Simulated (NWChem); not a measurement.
# O3 (ozone): levels of theory compared

Aim: a comparison of 6 runs (HF/STO-3G, HF/3-21G, HF/def2-SVP, PBE0/def2-SVP, TPSS/cc-pVDZ, MP2/def2-TZVPP) of O3 (ozone). 

The results are computed with NWChem 7.3.0.

**1. The structure to begin with**

O3 has 3 atoms, charge 0, and is taken as a singlet. SMILES: `O=[O+][O-]`. Geometry: relaxed at PBE0-D4/def2-TZVP.

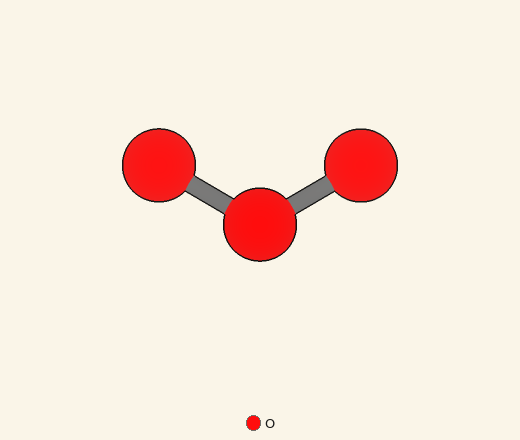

Viewed from a chosen angle; oxygen red.

**2. Energy and gradient at HF/STO-3G (run 1)**

Contents of test.nw:

```
start test
memory stack 880 mb heap 220 mb global 1100 mb
charge 0
geometry units angstroms noautosym nocenter noautoz
  O        0.848700      -0.535900       0.409500
  O       -0.228900      -0.317600      -0.159400
  O       -0.619800       0.853500      -0.250100
end
basis spherical bse
  * library STO-3G
end
scf
  thresh 1e-08
  maxiter 80
  print low
end
task scf gradient
```

Run with:

```bash
$ nwchem test.nw > test.out
```

Output:

```text
[...]
  functions       =    15
[...]
  wavefunction    = RHF
[...]
         Total SCF energy =   -221.281799951947
      One-electron energy =   -446.668076171625
      Two-electron energy =    154.744622774546
 Nuclear repulsion energy =     70.641653445132
        Time for solution =      0.2s
[...]
                         RHF ENERGY GRADIENTS
    atom               coordinates                        gradient
                 x          y          z           x          y          z
   1 O       1.603810  -1.012704   0.773843   -0.080000   0.013922  -0.042477
   2 O      -0.432558  -0.600177  -0.301222    0.052933   0.073464   0.036863
   3 O      -1.171252   1.612881  -0.472620    0.027067  -0.087386   0.005613
 Task  times  cpu:        0.3s     wall:        0.3s
 Total times  cpu:        0.3s     wall:        0.3s
```

It took 0.87 s on 1 thread of Intel Xeon Platinum 8259CL at 2.50GHz (Skylake/Cascade Lake), shared host; peak memory 0.1 GiB.

**3. Energy and gradient at HF/3-21G (run 2)**

Contents of run.nw:

```
start run
title "O3"
memory 2200 mb

geometry noautosym nocenter noautoz
  O     0.848700   -0.535900    0.409500
  O    -0.228900   -0.317600   -0.159400
  O    -0.619800    0.853500   -0.250100
end

basis spherical bse
  O library 3-21G
end

scf
  thresh 1e-08
  maxiter 80
  print medium
end

task scf gradient
```

Run with:

```bash
$ nwchem run.nw > run.out
```

Output:

```text
[...]
  functions       =    27
[...]
  wavefunction    = RHF
[...]
         Total SCF energy =   -222.978448187877
      One-electron energy =   -446.544296614090
      Two-electron energy =    152.924194981081
 Nuclear repulsion energy =     70.641653445132
        Time for solution =      0.2s
[...]
                         RHF ENERGY GRADIENTS
    atom               coordinates                        gradient
                 x          y          z           x          y          z
   1 O       1.603810  -1.012704   0.773843   -0.075093   0.016231  -0.039536
   2 O      -0.432558  -0.600177  -0.301222    0.046978   0.065192   0.032715
   3 O      -1.171252   1.612881  -0.472620    0.028115  -0.081422   0.006821
[...]
```

Run time: 0.89 s. Hardware: 1 thread of Intel Xeon Platinum 8259CL at 2.50GHz (Skylake/Cascade Lake), shared host; peak memory 0.1 GiB.

Runs 3 to 5 aren't shown in full; the table further down has their settings and results.

**4. Energy and gradient at MP2/def2-TZVPP (run 6)**

Contents of sp.nw:

```
start sp
title "O3 gradient"
memory 2200 mb
charge 0
geometry units au noautosym nocenter noautoz
  O    1.60381056  -1.01270423   0.77384285
  O   -0.43255831  -0.60017702  -0.30122234
  O   -1.17125225   1.61288125  -0.47262050
end
basis spherical bse
  O library def2-TZVPP
end
scf
  thresh 1e-08
  maxiter 80
end
mp2
  freeze core 3
  tight
end
task mp2 gradient
```

Run with:

```bash
$ nwchem sp.nw > sp.out
```

Output:

```text
[...]
  functions       =    93
[...]
  wavefunction    = RHF
[...]
         Total SCF energy =   -224.362808302714
      One-electron energy =   -448.583556843106
      Two-electron energy =    153.579100189097
 Nuclear repulsion energy =     70.641648351296
        Time for solution =     18.6s
[...]
          Total MP2 energy          -225.123620972240
[...]
                         mp2 ENERGY GRADIENTS
    atom               coordinates                        gradient
                 x          y          z           x          y          z
   1 O       1.603811  -1.012704   0.773843   -0.041695   0.006795  -0.022187
   2 O      -0.432558  -0.600177  -0.301222    0.027980   0.038845   0.019487
   3 O      -1.171252   1.612881  -0.472621    0.013715  -0.045640   0.002700
[...]
```

Wall time 47 s (1 thread of Intel Xeon Platinum 8259CL at 2.50GHz (Skylake/Cascade Lake), shared host); peak memory 0.27 GiB.

**5. All runs side by side**

| run | level | iteration cap | module | energy (Eh) | largest force (eV/Å) | wall time |
| --- | --- | --- | --- | --- | --- | --- |
| 1 | HF/STO-3G | 80 | scf | -221.281800 | 5.027 | 0.87 s |
| 2 | HF/3-21G | 80 | scf | -222.978448 | 4.461 | 0.89 s |
| 3 | HF/def2-SVP | 80 | scf | -224.069047 | 3.758 | 3 s |
| 4 | PBE0/def2-SVP | 100 | dft | -224.998377 | 0.287 | 8.1 s |
| 5 | TPSS/cc-pVDZ | 100 | dft | -225.477704 | 2.589 | 15 s |
| 6 | MP2/def2-TZVPP | 80 | mp2 | -225.123621 | 2.658 | 47 s |

**6. Outcome**

```
                                                      quantity          value
                                           run 6: total energy  -225.12362 Eh
run 6: dipole moment (of the density that the program reports)         0.53 D
                    run 6: HOMO energy (Hartree–Fock orbitals)      -13.36 eV
                    run 6: LUMO energy (Hartree–Fock orbitals)       -0.75 eV
                  run 6: HOMO–LUMO gap (Hartree–Fock orbitals)       12.60 eV
            run 6: correlation energy (3 core orbitals frozen)     -760.8 mEh
                               run 6: largest force on an atom     2.658 eV/Å
```

**Reading.** Over runs 2, 3, 4, 5, 6 the dipole moment (its size) runs from 0.53 D (MP2/def2-TZVPP) to 0.83 D (HF/def2-SVP). The two ends differ in method and basis. Over runs 2, 3, 4, 5 the HOMO–LUMO gap runs from 2.07 eV (TPSS/cc-pVDZ) to 12.53 eV (HF/def2-SVP). Totals of different functionals can't be ranked against each other. In run 1 the basis is minimal, so the values are rough. All runs together took 74 s, the longest 47 s.
